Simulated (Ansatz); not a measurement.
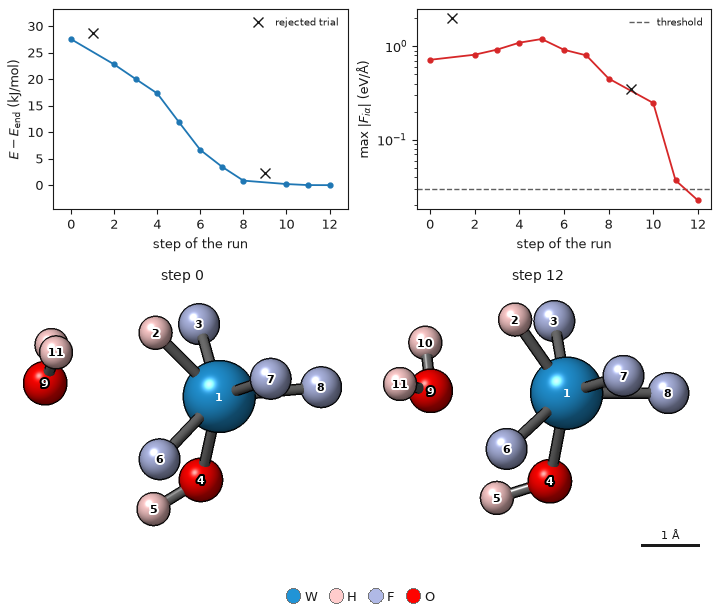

First and last geometry of a relaxation of WH4O2F4, with the history of the run. A ball-and-stick model, seen at a tilt.

The run prepares an end point of a later path (reaction) calculation, from a guessed geometry.

Level of theory: RKS revPBE/def2-SVP (Ansatz 0.2.0).

The input:
```yaml
crystal:
  periodic: [false, false, false]
  atoms:
    - { symbol: W, position_ang: [-0.006989, -0.104002, -0.319549] }
    - { symbol: H, position_ang: [0.596793, -0.586866, 1.21908] }
    - { symbol: F, position_ang: [1.86716, 0.072558, -0.448353] }
    - { symbol: O, position_ang: [-0.292292, 1.6375, -1.016568] }
    - { symbol: H, position_ang: [-0.603335, 2.321763, -0.385623] }
    - { symbol: F, position_ang: [-1.360599, 0.484292, 0.88368] }
    - { symbol: F, position_ang: [-0.983081, -1.708578, -0.122466] }
    - { symbol: F, position_ang: [0.157488, -0.825343, -2.05584] }
    - { symbol: O, position_ang: [1.206641, 1.806741, 1.843475] }
    - { symbol: H, position_ang: [2.133934, 1.736372, 1.53738] }
    - { symbol: H, position_ang: [1.05648, 0.908864, 2.243185] }
basis:
  gaussian: { orbitals: def2-SVP }
hamiltonian:
  xc: revpbe
relax:
  f_tol: 0.03
  max_steps: 50
```

Run as
```bash
ansatz run input.yaml --threads 4 --pin off --max-ram 5120MiB --backend cpu --events-out ev --progress --plain --runs-dir out
```

### Did the run converge, and what did it change?

It converged. The atom that moves furthest after the best rigid fit is H11 (0.58 Å). By element the largest moves are H 0.58 Å, O 0.55 Å, F 0.25 Å, W 0.15 Å. Near-neighbour distances that change, for instance: W1–O9 3.131 → 2.476 Å, W1–H10 3.379 → 2.881 Å, W1–H11 2.954 → 2.914 Å, W1–F3 1.887 → 1.904 Å. Bond angles that change, for instance: H2–W1–O4 129.7° → 139.2°, O4–W1–F7 137.8° → 133.3°, O4–W1–F8 91.5° → 87.1°. Groups turn about W1–O4 by about 25°. After 10 accepted moves (12 points after the start) the energy has fallen by 27.5 kJ/mol. The largest force component goes from 0.72 to 0.023 eV/Å. The line search rejected the trial steps at points 1, 9 of the run. Cost: 9.9 s on 4 threads of AMD EPYC 9R45 96-Core Processor (Zen 5), on a shared host, peak memory 0.21 GiB.
